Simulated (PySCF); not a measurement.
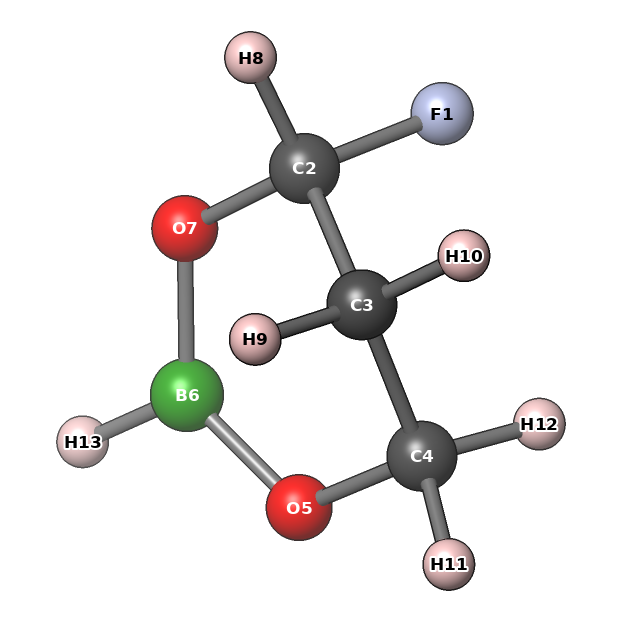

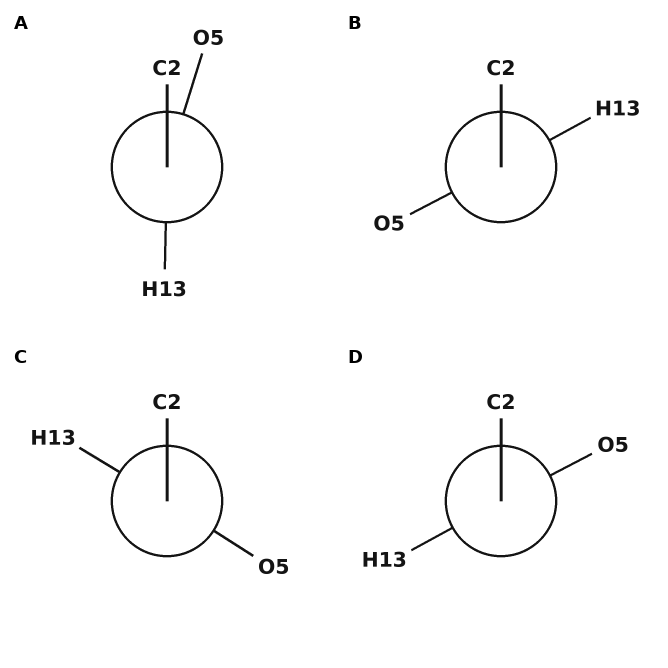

Depth is shown by fading: the farther an atom, the more it takes the colour of the background. Bonds that would overlap in a projection are set slightly apart. The computed structure is the end point of a PBE0-D3(BJ)/def2-SVP optimisation. No frequency run is at hand to confirm it as a minimum.

**Which Newman projection shows the view along O7–B6, with O7 in front?**

A. The torsion angle C2–O7–B6–O5 is 2°, synperiplanar (eclipsed).
